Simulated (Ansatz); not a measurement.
Consider F3H2NTi···HBr.

```xyz
9

Ti    0.2493   -0.0500    0.0804
N    -0.0444   -0.0418    1.9381
H     0.0028   -0.8905    2.5044
H     0.1355    0.7781    2.5199
F     1.9610   -0.1647   -0.2476
F    -0.3287    1.4660   -0.5435
F    -0.5321   -1.4646   -0.5595
Br   -3.4624    0.2549    1.8842
H    -2.0169    0.1255    1.9641
```

Method: Ansatz, RKS B3LYP-D4/def2-SVP.

### What will maps of the electron density and electron localisation function show?

N2···H9 (1.98 Å): the density falls to about 0.21 e/Å³ on the way; the ELF dips to about 0.20 between them.
Ti–F (1.75 Å): ρ at the midpoint is about 1.1 e/Å³; the ELF peaks at about 0.85 in the valence shell of F, 0.5 Å from its nucleus, and drops to about 0.25 between the two atoms.
Ti–N (1.88 Å): ρ at the midpoint is about 0.96 e/Å³; the ELF peaks at about 0.90 in the valence shell of N, 0.6 Å from its nucleus, and is about 0.35 at the midpoint.
Br–H (1.45 Å): the density is about 1.5 e/Å³ at the midpoint; the ELF climbs to about 1 towards the hydrogen, as it does in any bond to H.

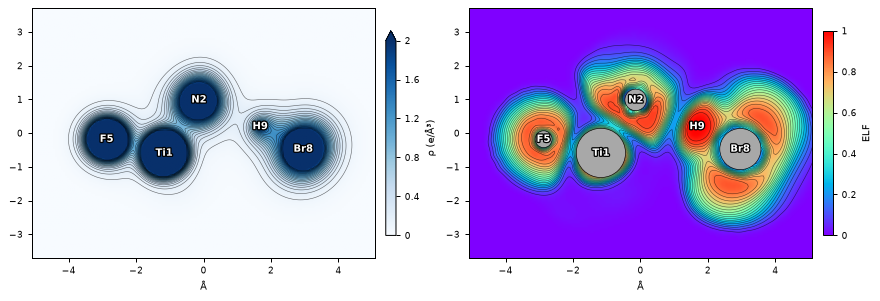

Computed electron density and electron localisation function on the plane of atoms N2, Ti1 and F5, in this order. Grey discs cover the atomic cores in the ELF map. 
